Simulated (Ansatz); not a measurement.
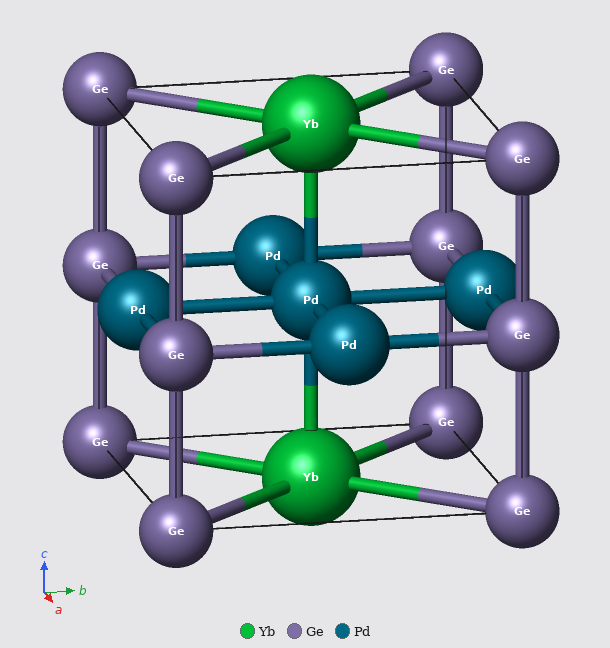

Ball-and-stick model, viewed slightly off an axis. The outline marks the simulation cell.

The input:
```yaml
crystal:
  lattice:
    - [5.0766005828, 0.0, 0.0]
    - [0.0, 5.0766005828, 0.0]
    - [0.0, 0.0, 5.2259874877]
  atoms:
    - { symbol: Yb, position: [0.5, 0.5, 0.0] }
    - { symbol: Ge, position: [0.0, 0.0, 0.5] }
    - { symbol: Ge, position: [0.0, 0.0, 0.0] }
    - { symbol: Pd, position: [0.5, 0.5, 0.5] }
    - { symbol: Pd, position: [0.0, 0.5, 0.5] }
    - { symbol: Pd, position: [0.5, 0.0, 0.5] }
basis:
  ecutwfc: 420
kpoints:
  mp_grid: { grid: [8, 8, 8] }
  band_path:
    path:
      - [[0.0, 0.0, 0.0], [0.0, 0.5, 0.0], [0.5, 0.5, 0.0], [0.0, 0.0, 0.0], [0.0, 0.0, 0.5], [0.0, 0.5, 0.5], [0.5, 0.5, 0.5], [0.0, 0.0, 0.5]]
      - [[0.0, 0.5, 0.0], [0.0, 0.5, 0.5]]
      - [[0.5, 0.5, 0.0], [0.5, 0.5, 0.5]]
    npoints: 14
hamiltonian:
  xc: pbe
scf:
  occupations: { method: gaussian, width: 0.1 }
  n_extra_bands: 15
output:
  forces: true
  stress: true
  eigenvalues: true
  populations: true
  dos: { projected: true, de: 0.02, nscf_kmesh: { grid: [10, 10, 10] } }
  bader: true
  write_density: true
  write_potential: true
  elf: true
  volumetric_format: npy
```
Run as:
```sh
ansatz run input.yaml --threads 1 --pin off --max-ram 2560MiB --backend cpu --events-out ev --progress --plain --runs-dir out
```

Calculation details: DFT PBE, scalar-relativistic, plane waves, PAW (Ansatz); a basis cut at 420 eV, Brillouin-zone sampling on an 8×8×8 mesh, Gaussian smearing of 0.1 eV, no spin polarisation (a spin-restricted run, not always the ground state).

**What are the atomic charges by Bader's partition?**

Yb +1.41 e; Ge -0.26 to +0.20 e; Pd -0.58 to -0.38 e.

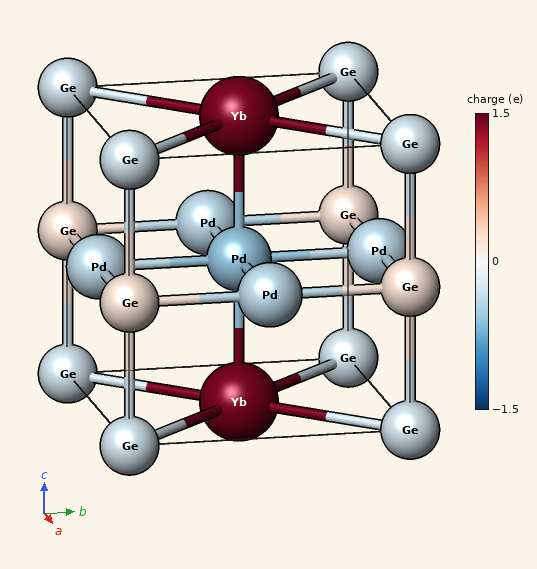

The atoms coloured by those charges.

Origin of the cell: a random cell made by a generator, so it need not be a real form of the compound. Earlier steps of the study may have refined or changed the cell and positions. Ansatz was used for an electronic-structure calculation on it.
